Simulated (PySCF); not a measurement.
# LaSF: how tightly the ligands are held

What does it cost to pull a ligand from LaSF? The species was built from a template and needn't be a known compound.

The runs use PySCF 2.14.0; PBE0, La lcecp-1-SVP with ECP46, S def2-SVP, F def2-SVP; scalar-relativistic core potentials, no spin–orbit coupling.

1 further run of the same task is left out (for a known fault of the program).

## (1) Starting geometry

3 atoms, charge 0, spin multiplicity 1.

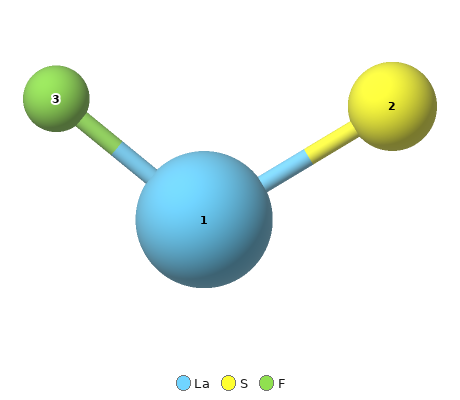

The structure; lanthanum blue, sulfur yellow, fluorine green; atoms are numbered from 1 in the order of the file.

Coordinates:

```mol
FLaS
  3D, bonds by distance, orders not assigned

  3  2  0  0  0  0  0  0  0  0999 V2000
   -0.2018    0.0000   -0.4956 La  0  0
    1.8163    0.0000    0.8552 S   0  0
   -1.9002    0.0000    0.7614 F   0  0
  1  2  8  0
  1  3  8  0
M  END
```

Formal oxidation states: La +3. The 4f shell is empty and lies in the core potential. An earlier session relaxed this geometry at PBE0, La lcecp-1-SVP with ECP46, S def2-SVP, F def2-SVP (singlet, point group Cs).

## (2) Rigid scan of S

Atom 2 moves along the line from atom 1; the distance is to the donor, the donors' midpoint or the ring centre. Each point starts from the density of the one before.

```
distance (Å)  energy from the relaxed point (eV)
        2.13                               1.221
        2.23                               0.477
        2.33                               0.105
        2.43                               0.000
        2.53                               0.083
        2.63                               0.300
        2.73                               0.604
        2.88                               1.162
```

Run time: 2.7 s. Hardware: 2 threads of Arm Neoverse V2, shared host.

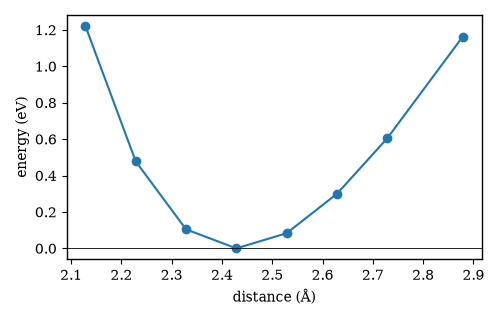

Energy along the rigid scan of S.

## (3) F taken off

The ligand (atom 3) keeps its formal charge and a closed shell where it can; ligand and rest are solved at the complex's geometry, in vacuum, with the settings of the relaxation.

```
   part  charge    state  energy (Eh)
complex       0  singlet  -529.297188
 ligand      -1  singlet   -99.594968
   rest       1  singlet  -429.310387
```

It took 0.3 s on 2 threads of Arm Neoverse V2, shared host.

## (4) Rigid scan of F

Atom 3 moves along the line from atom 1; the distance is to the donor, the donors' midpoint or the ring centre. Each point starts from the density of the one before.

```
distance (Å)  energy from the relaxed point (eV)
        1.81                               1.287
        1.91                               0.491
        2.01                               0.106
        2.11                               0.000
        2.21                               0.077
        2.31                               0.277
        2.51                               0.866
        2.81                               1.894
        3.21                               3.153
        3.71                               4.341
```

Run time: 3.5 s. Hardware: 2 threads of Arm Neoverse V2, shared host.

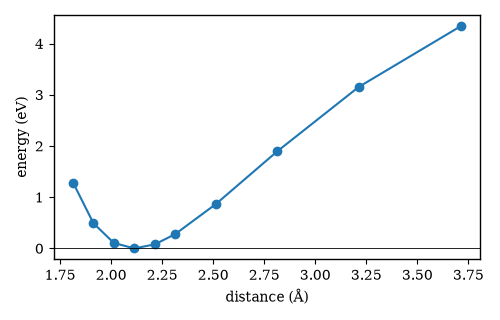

Energy along the rigid scan of F.

## (5) Results

| quantity | value |
| --- | --- |
| stiffness of the S contact | 18.8 eV/Å² |
| taking off F | 10.66 eV |
| stiffness of the F contact | 18.3 eV/Å² |

**Reading.** Near 2.43 Å the S contact has a stiffness of about 18.8 eV/Å², and the energy stands 1.16 eV higher at 2.88 Å. Taking off F as a fragment of charge -1 costs 10.66 eV, much of it the attraction of the two charges. Near 2.11 Å the F contact has a stiffness of about 18.3 eV/Å², and the energy stands 4.34 eV higher at 3.71 Å. The free anion is solved without diffuse functions, no counterpoise correction is made, and the parts aren't relaxed; each of these makes the binding look larger. The bases are small and lack diffuse functions. Spin–orbit coupling is left out.
